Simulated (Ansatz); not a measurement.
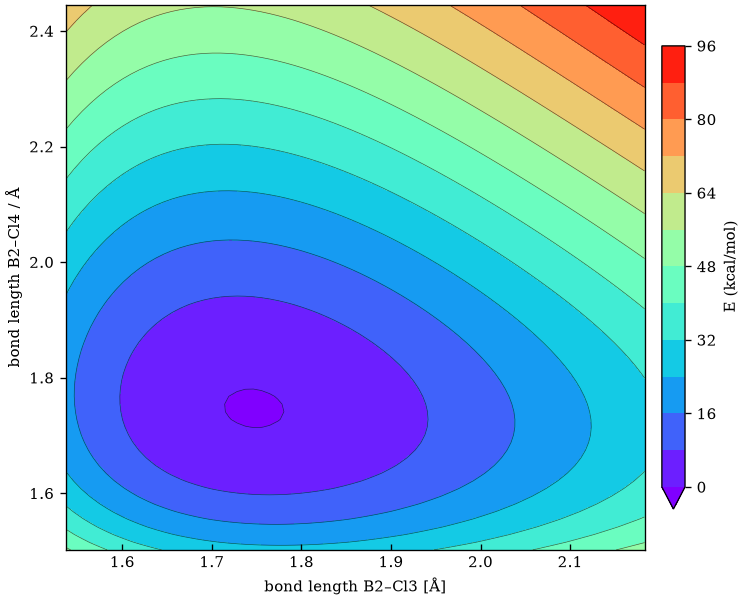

BCl₂F, SMILES FB(Cl)Cl. Coordinates scanned: (1) bond length B2–Cl3; (2) bond length B2–Cl4. Nothing is relaxed (all other coordinates rigid). The scan uses a 15 × 15 grid. Points are written as (first, second). All energies are given in kcal/mol relative to the lowest grid point. The calculation used Ansatz, RHF/def2-TZVP.

Drawn: filled contours. Between grid points the surface is interpolated.

The lowest grid point is at (1.767 Å, 1.771 Å). No other kind of well shows on this grid. The highest grid point, (2.183 Å, 2.445 Å), lies 95 kcal/mol above the lowest. Round the minimum the two coordinates are weakly coupled (coupling 0.10 in units of the two stiffnesses).

The level of theory is changed to RKS PBE0-D4/def2-TZVP in Ansatz; with it change the reference geometry, relaxed at the new level; the new grid has 15 × 15 points, laid about the new relaxed structure.

**How does the landscape change?**

The minimum (interpolated where it lies between grid points) moves from about (1.746 Å, 1.746 Å) to about (1.739 Å, 1.739 Å). The curvature at the minimum changes by less than a tenth (about 25) eV/Å² along bond length B2–Cl3 and by less than a tenth (about 25) eV/Å² along bond length B2–Cl4.

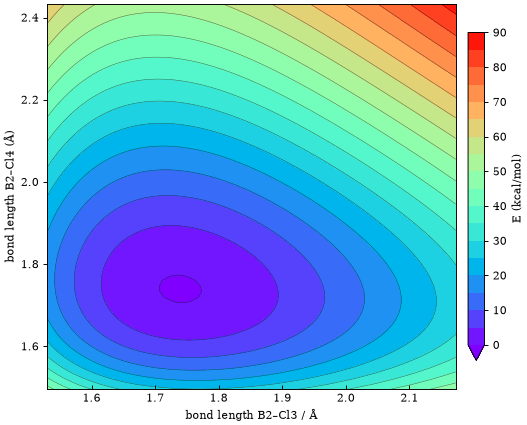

The map after the change, on a colour scale of its own. Drawn: filled contours. Between grid points the surface is interpolated.
